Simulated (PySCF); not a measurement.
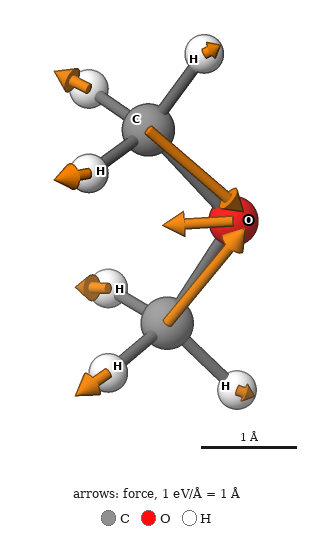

Starting geometry of C2H6O with the computed forces as orange arrows. A ball-and-stick model, seen from a free direction.

The start comes from MMFF94s.

These are results of PBE0-D3(BJ)/def2-SVP geometry optimisation, gas phase (PySCF), not measurements. 

Question: What follows when this structure is relaxed?

Answer: It isn't relaxed: the largest force vector, on C atoms, is 1.42 eV/Å. The final displacements follow the starting forces only in part (cosine between the two patterns 0.54). After 5 geometry steps the energy has fallen by 1.19 kcal/mol. The largest moves after the best rigid fit, 0.039 Å, are those of H atoms. Largest moves by element: H 0.039 Å, O 0.022 Å, C 0.018 Å. Among the contacts that change: C–O 1.421 → 1.391 Å, C–H 1.094 → 1.110 Å. Among the angles between lasting bonds that change: H–C–H 110.2° → 107.6°. The run took of the order of 8 core-seconds on a shared host.
